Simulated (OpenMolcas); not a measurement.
Run report: InH$_{2}$OF, excited-state calculation (part 2 of 3)

The same run, continued: InH$_{2}$OF, SMILES [OH][InH][F]; CASPT2/ANO-RCC-VDZ, DKH2 (OpenMolcas 26.06). Some settings of this run were made unusual or wrong on purpose. The geometry comes from this level: PBE0-D4/def2-TZVP.

Geometry of the input (Å):
```
O  -1.2795  -0.3459  -0.5774
In 0.4801  0.0425  0.2100
F  1.1859  -1.6547  0.8415
H  -1.7252  0.4298  -0.9257
H  1.3885  1.4547  0.4102
```

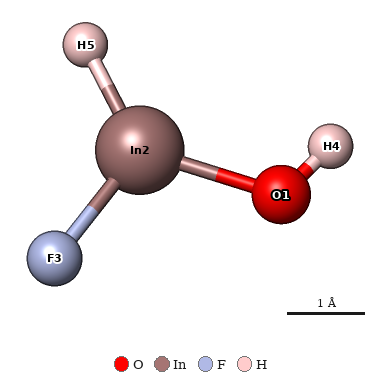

Fig. 1: The structure as given in the input (ball-and-stick view, seen at a tilt; atoms are numbered from 1 in the order of the input). Sticks mark near contacts.

## The program's output, continued
```
      Expectation values of various properties for root number:  1
      -----------------------------------------------------------

++    Molecular properties:
      ---------------------

      Charge (e):
                      =   -0.0000
      Dipole Moment (debye):
      Origin of the operator (angstrom)=    0.3745   -0.1987    0.1999
                   X=  5.8478E-01               Y=  6.6794E+00               Z= -8.5453E-01           Total=  6.7592E+00
      Quadrupole Moment (debye*angstrom):
      Origin of the operator (angstrom)=    0.3745   -0.1987    0.1999
                  XX= -4.0496E+01              XY= -1.6741E+00              XZ= -3.7992E+00              YY= -4.2017E+01
                  YZ=  8.8115E-01              ZZ= -3.4070E+01
      In traceless form (debye*angstrom)
                  XX= -2.4524E+00              XY= -2.5111E+00              XZ= -5.6989E+00              YY= -4.7343E+00
                  YZ=  1.3217E+00              ZZ=  7.1867E+00
--

      LoProp population analysis for root number:  1
      -----------------------------------------------

++    LoProp analysis:
      ----------------

++    Static properties:
      ------------------

      LoProp Charges per center

                   O1       IN2      F3       H4       H5
      Nuclear      8.0000  49.0000   9.0000   1.0000   1.0000
      Electronic  -8.8778 -47.7124  -9.6973  -0.6644  -1.0481

      Total       -0.8778   1.2876  -0.6973   0.3356  -0.0481
--

      Natural Bond Order analysis for root number:  1

++    Natural Bond Order analysis
      ---------------------------
      Based on LoProp computed density
      -------------------------------------------------------------------------------------
      Atom A       Atom B       Bond Order
        IN2          H5             0.803
      -------------------------------------------------------------------------------------
      NBO located      1.606 electrons involved in    1 bonds.
      NBO located      0.999 non-bonded electrons on atom O1
      NBO located      0.974 non-bonded electrons on atom O1
      NBO located      0.937 non-bonded electrons on atom IN2
      NBO located      0.990 non-bonded electrons on atom IN2
      NBO located      0.993 non-bonded electrons on atom IN2
      NBO located      0.994 non-bonded electrons on atom IN2
      NBO located      0.994 non-bonded electrons on atom IN2
      NBO located      0.997 non-bonded electrons on atom IN2
      NBO located      0.998 non-bonded electrons on atom IN2
      NBO located      1.001 non-bonded electrons on atom IN2
      NBO located      1.000 non-bonded electrons on atom IN2
      NBO located      1.000 non-bonded electrons on atom IN2
      NBO located      1.000 non-bonded electrons on atom IN2
      NBO located      1.000 non-bonded electrons on atom IN2
      NBO located      1.000 non-bonded electrons on atom IN2
      NBO located      1.000 non-bonded electrons on atom IN2
      NBO located      1.000 non-bonded electrons on atom IN2
      NBO located      1.000 non-bonded electrons on atom IN2
      NBO located      1.000 non-bonded electrons on atom IN2
      NBO located      1.000 non-bonded electrons on atom IN2
      NBO located      1.000 non-bonded electrons on atom IN2
      NBO located      1.000 non-bonded electrons on atom IN2
      NBO located      1.000 non-bonded electrons on atom IN2
      NBO located      1.000 non-bonded electrons on atom IN2
      NBO located      1.000 non-bonded electrons on atom IN2
      NBO located      0.921 non-bonded electrons on atom F3
      NBO located      1.000 non-bonded electrons on atom F3
      NBO located      1.004 non-bonded electrons on atom F3
      NBO located      0.995 non-bonded electrons on atom F3
      The remaining    4.339 electrons are to be considered as diffuse
--

--

      Von Neumann Entropy (Root   2) =  0.93232

      Mulliken population analysis for root number:  2
      -----------------------------------------------

++    Molecular charges:
      ------------------

      Mulliken charges per centre
      ---------------------------

                O1      IN2     F3      H4      H5
      Total    8.2131 48.2919  9.7882  0.6600  1.0468

      N-E     -0.2131  0.7081 -0.7882  0.3400 -0.0468

      Total electronic charge=   68.000000

      Total            charge=   -0.000000
--

      Expectation values of various properties for root number:  2
      -----------------------------------------------------------

++    Molecular properties:
      ---------------------

      Charge (e):
                      =   -0.0000
      Dipole Moment (debye):
      Origin of the operator (angstrom)=    0.3745   -0.1987    0.1999
                   X= -6.7525E+00               Y=  4.5778E+00               Z= -4.0532E+00           Total=  9.1094E+00
      Quadrupole Moment (debye*angstrom):
      Origin of the operator (angstrom)=    0.3745   -0.1987    0.1999
                  XX= -3.3881E+01              XY= -7.8210E-01              XZ=  3.6749E+00              YY= -4.5210E+01
                  YZ=  3.0632E-01              ZZ= -3.9453E+01
      In traceless form (debye*angstrom)
                  XX=  8.4503E+00              XY= -1.1732E+00              XZ=  5.5123E+00              YY= -8.5433E+00
                  YZ=  4.5948E-01              ZZ=  9.3011E-02
--

      LoProp population analysis for root number:  2
      -----------------------------------------------

++    LoProp analysis:
      ----------------

++    Static properties:
      ------------------

      LoProp Charges per center

                   O1       IN2      F3       H4       H5
      Nuclear      8.0000  49.0000   9.0000   1.0000   1.0000
      Electronic  -8.1202 -48.4711  -9.6962  -0.6644  -1.0481

      Total       -0.1202   0.5289  -0.6962   0.3356  -0.0481
--

      Natural Bond Order analysis for root number:  2

++    Natural Bond Order analysis
      ---------------------------
      Based on LoProp computed density
      -------------------------------------------------------------------------------------
      Atom A       Atom B       Bond Order
        IN2          H5             0.795
      -------------------------------------------------------------------------------------
      NBO located      1.591 electrons involved in    1 bonds.
      NBO located      0.999 non-bonded electrons on atom O1
      NBO located      0.935 non-bonded electrons on atom IN2
      NBO located      0.990 non-bonded electrons on atom IN2
      NBO located      0.992 non-bonded electrons on atom IN2
      NBO located      0.994 non-bonded electrons on atom IN2
      NBO located      0.994 non-bonded electrons on atom IN2
      NBO located      0.996 non-bonded electrons on atom IN2
      NBO located      1.002 non-bonded electrons on atom IN2
      NBO located      0.998 non-bonded electrons on atom IN2
      NBO located      1.000 non-bonded electrons on atom IN2
      NBO located      1.000 non-bonded electrons on atom IN2
      NBO located      1.000 non-bonded electrons on atom IN2
      NBO located      1.000 non-bonded electrons on atom IN2
      NBO located      1.000 non-bonded electrons on atom IN2
      NBO located      1.000 non-bonded electrons on atom IN2
      NBO located      1.000 non-bonded electrons on atom IN2
      NBO located      1.000 non-bonded electrons on atom IN2
      NBO located      1.000 non-bonded electrons on atom IN2
      NBO located      1.000 non-bonded electrons on atom IN2
      NBO located      1.000 non-bonded electrons on atom IN2
      NBO located      1.000 non-bonded electrons on atom IN2
      NBO located      1.000 non-bonded electrons on atom IN2
      NBO located      1.000 non-bonded electrons on atom IN2
      NBO located      1.000 non-bonded electrons on atom IN2
      NBO located      0.919 non-bonded electrons on atom F3
      NBO located      1.000 non-bonded electrons on atom F3
      NBO located      1.003 non-bonded electrons on atom F3
      NBO located      0.972 non-bonded electrons on atom F3
      The remaining    5.073 electrons are to be considered as diffuse
--

--

      Von Neumann Entropy (Root   3) =  0.96099

      Mulliken population analysis for root number:  3
      -----------------------------------------------

++    Molecular charges:
      ------------------

      Mulliken charges per centre
      ---------------------------

                O1      IN2     F3      H4      H5
      Total    9.0336 48.3319  8.9278  0.6600  1.0468

      N-E     -1.0336  0.6681  0.0722  0.3400 -0.0468

      Total electronic charge=   68.000000

      Total            charge=   -0.000000
--

      Expectation values of various properties for root number:  3
      -----------------------------------------------------------

++    Molecular properties:
      ---------------------

      Charge (e):
                      =   -0.0000
      Dipole Moment (debye):
      Origin of the operator (angstrom)=    0.3745   -0.1987    0.1999
                   X=  3.4215E+00               Y= -1.0328E+00               Z=  1.8378E+00           Total=  4.0188E+00
      Quadrupole Moment (debye*angstrom):
      Origin of the operator (angstrom)=    0.3745   -0.1987    0.1999
                  XX= -4.2313E+01              XY= -6.5348E+00              XZ=  9.7018E-01              YY= -3.6857E+01
                  YZ= -4.0498E+00              ZZ= -4.0860E+01
      In traceless form (debye*angstrom)
                  XX= -3.4541E+00              XY= -9.8023E+00              XZ=  1.4553E+00              YY=  4.7293E+00
                  YZ= -6.0747E+00              ZZ= -1.2752E+00
--

      LoProp population analysis for root number:  3
      -----------------------------------------------

++    LoProp analysis:
      ----------------

++    Static properties:
      ------------------

      LoProp Charges per center

                   O1       IN2      F3       H4       H5
      Nuclear      8.0000  49.0000   9.0000   1.0000   1.0000
      Electronic  -8.9180 -48.5111  -8.8583  -0.6644  -1.0481

      Total       -0.9180   0.4889   0.1417   0.3356  -0.0481
--

      Natural Bond Order analysis for root number:  3

++    Natural Bond Order analysis
      ---------------------------
      Based on LoProp computed density
      -------------------------------------------------------------------------------------
      Atom A       Atom B       Bond Order
        IN2          H5             0.795
      -------------------------------------------------------------------------------------
      NBO located      1.590 electrons involved in    1 bonds.
      NBO located      0.999 non-bonded electrons on atom O1
      NBO located      0.964 non-bonded electrons on atom O1
      NBO located      0.935 non-bonded electrons on atom IN2
      NBO located      0.990 non-bonded electrons on atom IN2
      NBO located      0.992 non-bonded electrons on atom IN2
      NBO located      0.994 non-bonded electrons on atom IN2
      NBO located      0.994 non-bonded electrons on atom IN2
      NBO located      0.997 non-bonded electrons on atom IN2
      NBO located      1.001 non-bonded electrons on atom IN2
      NBO located      0.998 non-bonded electrons on atom IN2
      NBO located      0.999 non-bonded electrons on atom IN2
      NBO located      0.999 non-bonded electrons on atom IN2
      NBO located      1.000 non-bonded electrons on atom IN2
      NBO located      1.000 non-bonded electrons on atom IN2
      NBO located      1.000 non-bonded electrons on atom IN2
      NBO located      1.000 non-bonded electrons on atom IN2
      NBO located      1.000 non-bonded electrons on atom IN2
      NBO located      1.000 non-bonded electrons on atom IN2
      NBO located      1.000 non-bonded electrons on atom IN2
      NBO located      1.000 non-bonded electrons on atom IN2
      NBO located      1.000 non-bonded electrons on atom IN2
      NBO located      1.000 non-bonded electrons on atom IN2
      NBO located      1.000 non-bonded electrons on atom IN2
      NBO located      1.000 non-bonded electrons on atom IN2
      NBO located      1.000 non-bonded electrons on atom IN2
      NBO located      1.000 non-bonded electrons on atom F3
      NBO located      1.014 non-bonded electrons on atom F3
      NBO located      0.956 non-bonded electrons on atom F3
      The remaining    5.053 electrons are to be considered as diffuse
--

--

      Average orbitals are written to the RASORB file
      Natural orbitals for root   1 are written to the RASORB.1 file
      Natural orbitals for root   2 are written to the RASORB.2 file
      Natural orbitals for root   3 are written to the RASORB.3 file
      Spin density orbitals for root   1 are written to the SPDORB.1 file
      Spin density orbitals for root   2 are written to the SPDORB.2 file
      Spin density orbitals for root   3 are written to the SPDORB.3 file

--- Stop Module: rasscf /rc=_RC_ALL_IS_WELL_ ---
           step18.RasOrb.2 step18.RasOrb.3 step18.rasscf.h5 step18.SpdOrb.1 step18.SpdOrb.2 step18.SpdOrb.3 xmldump
--- Module rasscf spent 2 seconds ---

--- Start Module: caspt2 ---

                                              &CASPT2

                       available to each process: 1.9 GB of memory, 1 thread

++    Wave function specifications:
      -----------------------------

      Number of closed shell electrons          24
      Number of electrons in active shells       4
      Max number of holes in RAS1 space          0
      Max number of electrons in RAS3 space      0
      Number of inactive orbitals               12
      Number of active orbitals                  3
      Number of secondary orbitals              18
      Spin quantum number                      0.0
      State symmetry                             1
      Number of CSFs                             6
      Number of CASSCF root(s) available         3
      CASPT2 state passed to geometry opt.       3
      A file JOBMIX will be created
      This is a MULTI-STATE CASSCF reference
      Number of CI roots used                    3
      These are:                                 1   2   3
      Off-diagonal elements of Heff are computed
--

++    Orbital specifications:
      -----------------------

      Symmetry species                           1
                                                 a
      Frozen orbitals                           20
      Inactive orbitals                         12
      Active orbitals                            3
      Secondary orbitals                        18
      Deleted orbitals                           0
      Number of basis functions                 53
--

++    CASPT2 specifications:
      ----------------------

      Type of calculation                        MS-CASPT2
      Fock operator                              state-specific
      IPEA shift                                 0.25
      Real shift                                 5.00
      Imaginary shift                            0.00
      The input orbitals will be transformed to quasi-canonical
--

--------------------------------------------------------------------------------
 Estimated memory requirements:
  POLY3 :                   250202
  RHS:                      281032
  SIGMA :                   276676
  PRPCTL:                        0
 Available workspace:    232490126

++ CASPT2 computation for group   1
```
